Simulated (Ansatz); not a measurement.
**A computed series for Au: pressure series**

Base system: Au in the fcc (Cu type) structure (space group Fm-3m, No. 225).

```
Au
1.0
    0.00000     2.02405     2.02405
    2.02405     0.00000     2.02405
    2.02405     2.02405     0.00000
Au
1
Direct
  0.00000   0.00000   0.00000
```

Cell and atoms are relaxed at each pressure.

Level of theory: plane-wave PAW DFT at the LDA level (Ansatz, a first-principles code, 420 eV), spin-orbit coupling left out.

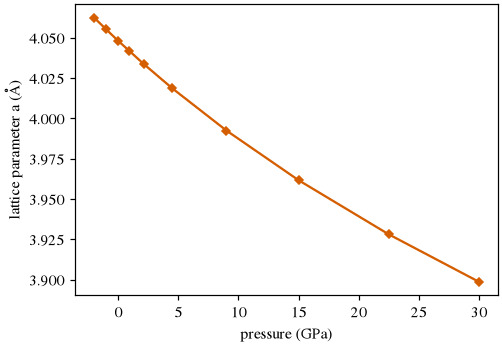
Lattice parameter a against pressure

| pressure (GPa) | lattice parameter a |
|---|---|
| -2 | 4.063 Å |
| -1 | 4.055 Å |
| 0.9 | 4.042 Å |
| 2.1 | 4.034 Å |
| 4.5 | 4.019 Å |
| 9 | 3.992 Å |
| 15 | 3.962 Å |
| 22.5 | 3.928 Å |
| 30 | 3.899 Å |

Load acts through the strain it causes; cell and atoms are relaxed under it. Stability against distortions was not tested. No other phases were tried under pressure.
